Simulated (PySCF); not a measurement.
Consider C3H5Cl (SMILES C=CCCl).

Input

```
{"job": {"xc": "PBE0", "basis": "pcSseg-1", "kind": "nmr", "pop": true}, "charge": 0, "multiplicity": 1}
C      1.403127    -0.239538    -0.155746
C      0.291199     0.478801    -0.000192
C     -1.081153    -0.093996    -0.045489
Cl    -1.956019     0.196988     1.497752
H      2.390779     0.227847    -0.133100
H      1.367332    -1.322249    -0.312201
H      0.352791     1.559803     0.167633
H     -1.689961     0.377238    -0.830204
H     -1.064533    -1.178899    -0.213630
```

Launched as:

```sh
OMP_NUM_THREADS=1 python ens_run.py task.json out
```

Geometry: PBE0-D3(BJ)/def2-SVP.

Method: PBE0/pcSseg-1, SCF density, gas phase, non-relativistic in PySCF.

Predict the electron density and electron localisation function between the atoms.

Answer. C–C (1.33 Å): ρ is about 2.3 e/Å³ halfway; the ELF peaks at about 0.90 between the atoms; a short, multiple covalent bond.
C–H (1.09 Å): the density is about 2 e/Å³ at the midpoint; the ELF climbs to about 1 towards the hydrogen, as it does in any bond to H: an ordinary covalent bond to hydrogen.
C–C (1.49 Å): the density is about 1.8 e/Å³ at the midpoint; the ELF peaks at about 0.95 between the atoms: localised, covalent bonding.

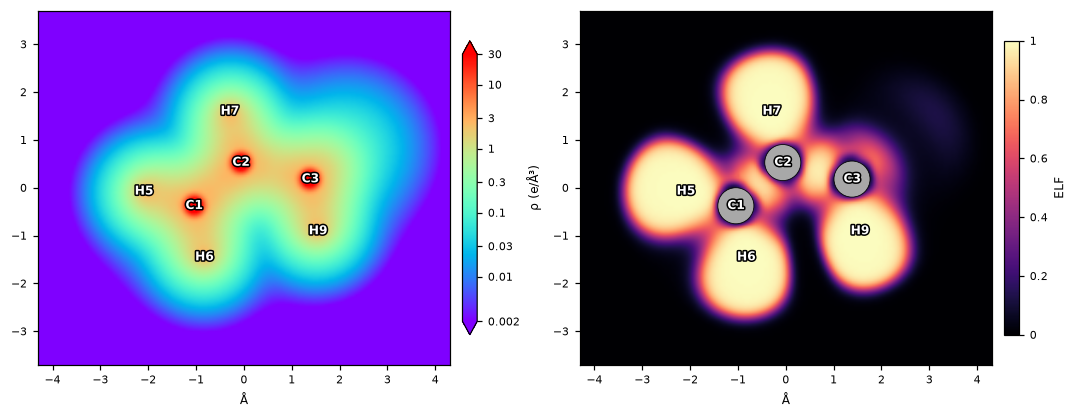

Computed electron density and electron localisation function on the plane of atoms C1, C2 and C3, in this order. Grey discs cover the atomic cores in the ELF map. 
